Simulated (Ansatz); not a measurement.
**singlet BH2SO+: levels of theory compared**

Wanted: a comparison of 3 runs (HF/aug-cc-pVDZ, PBE/aug-cc-pVDZ, MP2/aug-cc-pVDZ) of singlet BH2SO+. 

The calculation is run with Ansatz 0.2.0.

52 further runs of the same task are left out: 52 set aside as unsound or not needed. Runs told in other sessions of the task aren't counted.

### 1 Starting point

BH2SO+: 5 atoms, total charge +1, spin state singlet. As SMILES of the parent species, `O[B]S`. The coordinates come from a PBE0-D4/def2-TZVP relaxation. This is one conformer, not always the lowest. That shape belongs to the parent species and isn't relaxed for this state.

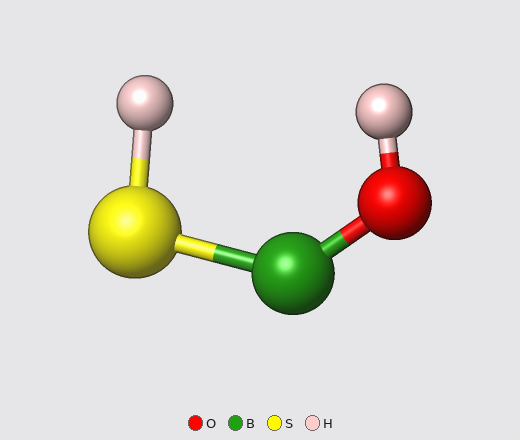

Viewed from a chosen angle; oxygen red, boron green, sulfur yellow, hydrogen pink.

### 2 The energy at HF/aug-cc-pVDZ (run 1)

File in.yaml:

```yaml
crystal:
  periodic: [false, false, false]
  atoms:
    - {symbol: O, position_ang: [-1.294700, -0.054700, -0.435600]}
    - {symbol: B, position_ang: [-0.454300, 0.825600, 0.109700]}
    - {symbol: S, position_ang: [1.253800, 0.694200, 0.611100]}
    - {symbol: H, position_ang: [-0.947100, -0.940000, -0.604700]}
    - {symbol: H, position_ang: [1.492100, -0.598600, 0.278200]}
basis:
  gaussian:
    orbitals: aug-cc-pVDZ
total_charge: 1
output: {orbitals: {seedname: orbitals}}
accuracy: high
hamiltonian:
  xc: hf
```

Run with:

```
$ ansatz run in.yaml --threads 1 --pin off --max-ram 2610MiB --events-out events.jsonl --progress --plain --runs-dir runs
```

Log:

```text
Warning: RAYON_NUM_THREADS=1 ignored (pool sized by the plan → 1); use --threads N
Functional definition: HF
  name "HF"
  exchange = exact_x
  correlation = 0
1789 factors; integrals over basis functions are off by at most 3.4e-9 eV
mean field evaluation 1: about -13545.1569 eV, gradient 5.4e1 eV
mean field evaluation 2: about -13545.1583 eV, gradient 5.4e1 eV
mean field evaluation 4: about -13550.6494 eV, gradient 3.2e0 eV
mean field evaluation 8: about -13550.6989 eV, gradient 4.4e-4 eV
mean field -13550.69888749 eV, -497.9789991218 hartree, gradient 3.0e-8 eV, S^2 0.000000; 0 other end points of the search recorded, 0 dependent functions left out
reference -13550.69888749 eV, -497.9789991218 hartree; 15, 15 occupied and 76, 76 virtual orbitals, 1789 factors
Total energy: -13550.69888749 eV, -497.9789991218 hartree
```

Wall time 1.9 s (1 thread of Arm Neoverse V2, shared host); peak memory 0.21 GiB.

### 3 The energy at PBE/aug-cc-pVDZ (run 2)

File run.yaml:

```yaml
crystal:
  periodic: [false, false, false]
  atoms:
    - symbol: O
      position_ang: [-1.294700, -0.054700, -0.435600]
    - symbol: B
      position_ang: [-0.454300, 0.825600, 0.109700]
    - symbol: S
      position_ang: [1.253800, 0.694200, 0.611100]
    - symbol: H
      position_ang: [-0.947100, -0.940000, -0.604700]
    - symbol: H
      position_ang: [1.492100, -0.598600, 0.278200]
basis:
  gaussian:
    orbitals: aug-cc-pVDZ
total_charge: 1
hamiltonian:
  xc: pbe
accuracy: high
output:
  orbitals: {seedname: orbitals}
```

Run with:

```
$ ansatz run run.yaml --threads 1 --pin off --max-ram 2610MiB --events-out events.jsonl --progress --plain --runs-dir runs
```

Log:

```text
Warning: RAYON_NUM_THREADS=1 ignored (pool sized by the plan → 1); use --threads N
Functional definition: PBE
  name "PBE"
  parameter kappa = 0.804
  parameter beta = 0.06672455060314922
  exchange = pbe_x(kappa = kappa, mu = beta*pi^2/3)
  correlation = pbe_c(beta = beta)
1789 factors; integrals over basis functions are off by at most 3.4e-9 eV
mean field evaluation 1: about -13560.5839 eV, gradient 8.9e1 eV
mean field evaluation 2: about -13439.3291 eV, gradient 1.9e2 eV
mean field evaluation 4: about -13574.5095 eV, gradient 1.7e1 eV
mean field evaluation 8: about -13575.4346 eV, gradient 2.0e-1 eV
mean field evaluation 16: about -13575.4354 eV, gradient 4.3e-6 eV
mean field -13575.43539576 eV, -498.8880490337 hartree, gradient 8.5e-8 eV, S^2 0.000000; 0 other end points of the search recorded, 0 dependent functions left out
reference -13575.43540445 eV, -498.8880493529 hartree; 15, 15 occupied and 76, 76 virtual orbitals, 1789 factors
Total energy: -13575.43540445 eV, -498.8880493529 hartree
```

It took 4.2 s on 1 thread of Arm Neoverse V2, shared host; peak memory 0.21 GiB.

### 4 A single-point energy at MP2/aug-cc-pVDZ (run 3)

File input.yaml:

```yaml
crystal:
  periodic: [false, false, false]
  atoms:
    - symbol: O
      position_ang: [-1.294700, -0.054700, -0.435600]
    - symbol: B
      position_ang: [-0.454300, 0.825600, 0.109700]
    - symbol: S
      position_ang: [1.253800, 0.694200, 0.611100]
    - symbol: H
      position_ang: [-0.947100, -0.940000, -0.604700]
    - symbol: H
      position_ang: [1.492100, -0.598600, 0.278200]
basis:
  gaussian:
    orbitals: aug-cc-pVDZ
accuracy: high
total_charge: 1
correlation:
  method: mp2
  frozen_orbitals: {B: 1, H: 0, O: 1, S: 5}
```

Run with:

```
$ ansatz run input.yaml --threads 1 --pin off --max-ram 2610MiB --events-out events.jsonl --progress --plain --runs-dir runs
```

Log:

```text
Warning: RAYON_NUM_THREADS=1 ignored (pool sized by the plan → 1); use --threads N
[... 4 set-up lines as earlier in the session ...]
1789 factors; integrals over basis functions are off by at most 3.4e-9 eV
mean field evaluation 1: about -13545.1569 eV, gradient 5.4e1 eV
mean field evaluation 2: about -13545.1583 eV, gradient 5.4e1 eV
mean field evaluation 4: about -13550.6494 eV, gradient 3.2e0 eV
mean field evaluation 8: about -13550.6989 eV, gradient 4.4e-4 eV
mean field -13550.69888749 eV, -497.9789991218 hartree, gradient 3.0e-8 eV, S^2 0.000000; 0 other end points of the search recorded, 0 dependent functions left out
7 core orbitals not correlated: weight in the atoms' cores, before any rotation towards them, 1.000 or more for the frozen orbitals, at most 0.000 for the correlated occupied ones
reference -13550.69888749 eV, -497.9789991218 hartree; 8, 8 occupied and 76, 76 virtual orbitals, 1789 factors
second order -10.87602764 eV of doubles, -0.00000000 eV of singles
Total energy: -13561.57491514 eV, -498.3786857656 hartree
```

It took 2.2 s on 1 thread of Arm Neoverse V2, shared host; peak memory 0.2 GiB.

### 5 All runs side by side

| run | level | frozen core orbitals | energy (Eh) | HOMO energy (eV) | LUMO energy (eV) | HOMO–LUMO gap (eV) | wall time |
| --- | --- | --- | --- | --- | --- | --- | --- |
| 1 | HF/aug-cc-pVDZ | – | -497.978999 | -17.42 | -6.91 | 10.51 | 1.9 s |
| 2 | PBE/aug-cc-pVDZ | – | -498.888049 | -13.42 | -11.65 | 1.78 | 4.2 s |
| 3 | MP2/aug-cc-pVDZ | 7 | -498.378686 | – | – | – | 2.2 s |

### 6 Outcome

| quantity | value |
| --- | --- |
| run 3: total energy | -498.37869 Eh |
| run 3: correlation energy (7 core orbitals frozen) | -399.7 mEh |

All runs together took 8.4 s, the longest 4.2 s.
